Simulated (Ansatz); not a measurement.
Consider NH3.

```xyz
4

N    -0.0573    0.1244   -2.6434
H     0.9198    0.1106   -2.3780
H    -0.4418    1.0017   -2.3152
H    -0.5165   -0.6140   -2.1246
```

Geometry: PBE0-D4/def2-TZVP.

Method: RKS PBE0-D4/def2-TZVPPD in Ansatz 0.2.0.

> What can the converged electron density and electron localisation function tell about the bonding?

N–H (1.01 Å): ρ is about 2.9 e/Å³ halfway; the ELF climbs to about 1 towards the hydrogen, as it does in any bond to H (an ordinary covalent bond to hydrogen).

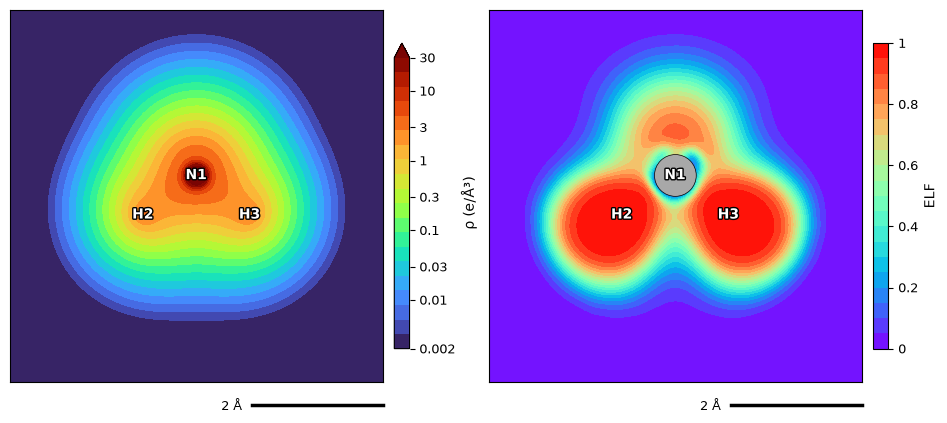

Computed electron density and electron localisation function on the plane of atoms H2, N1 and H3, in this order. Grey discs cover the atomic cores in the ELF map. 
